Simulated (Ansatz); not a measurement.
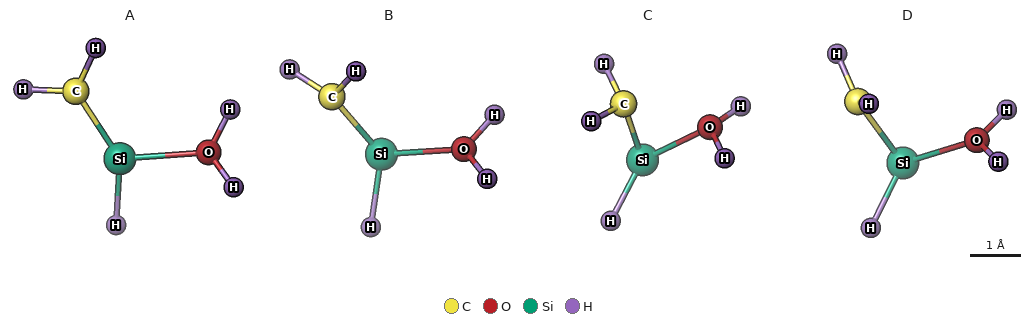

4 geometries from one relaxation of CH₅OSi (charge +1), in shuffled order. Style: ball-and-stick. Shown face on.

It is one of the separated reactants of a reaction.

The calculation used RKS PBE-D4/def2-SVP in Ansatz. Set-up: force threshold 0.03 eV/Å; at most 250 steps.

Put them in the order of the run, from the start to the converged end.

C, D, B, A. They are steps 0, 4, 8, 23, at +162.7 kcal/mol, +34.5 kcal/mol, +6.95 kcal/mol relative to the last. The energy falls by 162.7 kcal/mol in 20 accepted moves (23 points after the start). The largest force component goes from 15 to 0.026 eV/Å. The line search rejected the trial steps at points 14, 18, 20 of the run. The forces were under the threshold at step 21, but the run went on from there. The largest move after the best rigid fit is that of an H atom, 1.60 Å. Largest moves by element: H 1.60 Å, C 0.66 Å, O 0.62 Å, Si 0.43 Å. Among the contacts that change: C–O 1.823 → 2.975 Å, C–Si 1.532 → 1.695 Å, O–Si 1.795 → 1.862 Å, H–Si 1.420 → 1.481 Å. Bond angles that change, for instance: C–Si–O 65.9° → 113.5°, C–Si–H 115.5° → 144.6°, O–Si–H 125.7° → 101.9°. The run took 31 s on 2 threads of Arm Neoverse V1 (shared host).
